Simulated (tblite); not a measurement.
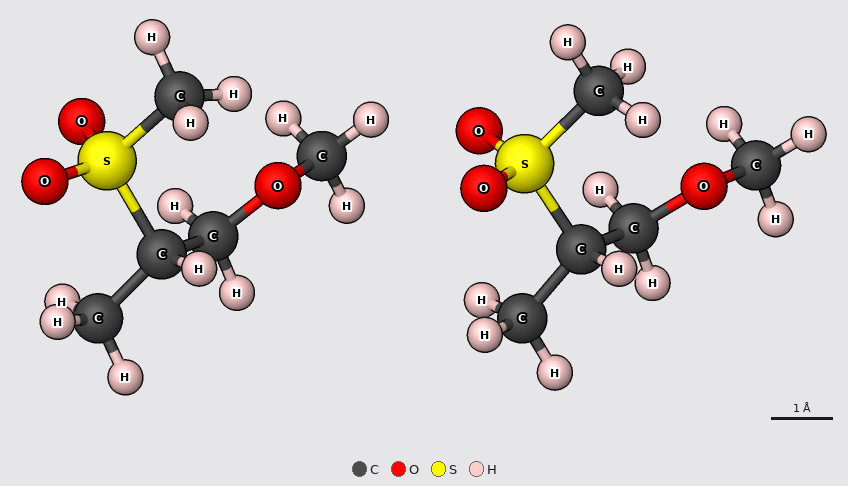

Two geometries of C₅H₁₂O₃S, drawn at one scale. One is the start of a relaxation, the other its converged end. Style: ball-and-stick. Shown at a tilt.

Level of theory: GFN2-xTB geometry optimisation, gas phase in tblite 0.8.0. 

**Which geometry has the lower energy?**

The left one is the relaxed one. The energy falls by 3.56 kcal/mol in 117 geometry steps. The largest move after the best rigid fit is that of an H atom, 0.85 Å. By element the largest moves are H 0.85 Å, O 0.53 Å, C 0.26 Å, S 0.20 Å. Some distances before and after: C–S 1.799 → 1.844 Å, C–S 1.782 → 1.816 Å, C–C 1.537 → 1.514 Å, C–O 1.430 → 1.410 Å. Bond angles that change, for instance: C–C–S 112.2° → 107.7°, O–S–O 120.8° → 117.0°, C–C–H 108.6° → 112.3°. Groups turn about C–S by about 20°.
